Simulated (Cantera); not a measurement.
Feed: 1 mol FeS, 2000 mol H₂, 0.22 mol H₂O, equilibrated at 8.25 Torr.

Equilibrium computed with Cantera from the NASA thermochemical tables; the gas is ideal and each condensed phase is pure. Candidate condensed phases: Fe, FeO, Fe(OH)₂, Fe(OH)₃, FeS, FeSO₄, FeS₂, Fe₂O₃, Fe₂(SO₄)₃, Fe₃O₄, H₂O, H₂SO₄, S; 22 gas species. The numbers say what is thermodynamically allowed, not how fast it happens.

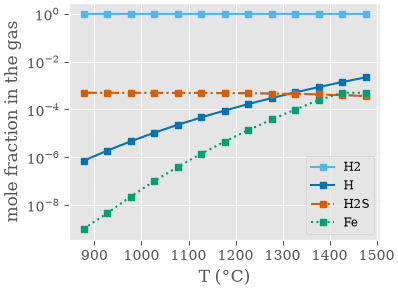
Figure. Equilibrium gas composition (values under 1e-9 drawn at 1e-9)

Q: Read off the mole fractions at 1427 °C.

A: H₂ about 1.00, H about 0.0014, Fe about 0.00050, H₂S about 0.00040.
